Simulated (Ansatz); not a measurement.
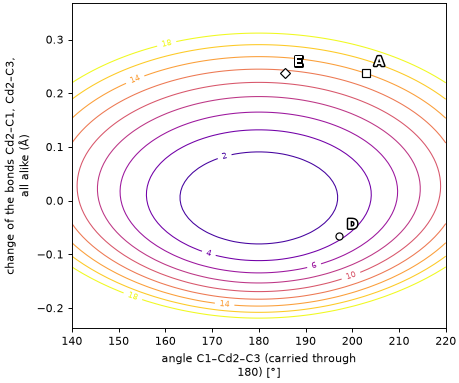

C₂H₆Cd, SMILES [CH3][Cd][CH3]. First axis: angle C1–Cd2–C3 (carried through 180). Second axis: change of the bonds Cd2–C1, Cd2–C3, all alike. Nothing is relaxed (all other coordinates rigid). The scan uses a 15 × 15 grid. Points are written as (first, second). Energies are in kcal/mol, from the relaxed molecule at the same level. These are results of Ansatz 0.2.0, RHF/def2-TZVP, not measurements.

The picture shows contour lines labelled in kcal/mol (none above 18), lettered points. Between grid points the surface is interpolated.

**What kind of point is each of A, D, E: minimum, saddle, maximum or slope?**

A: on a slope; D: on a slope; E: on a slope. (In these two coordinates alone; a stationary point may lie a little off the grid point.)

**Rank the lettered points by energy, lowest first.**

D (3.6 kcal/mol), E (11.6 kcal/mol), A (14.1 kcal/mol).
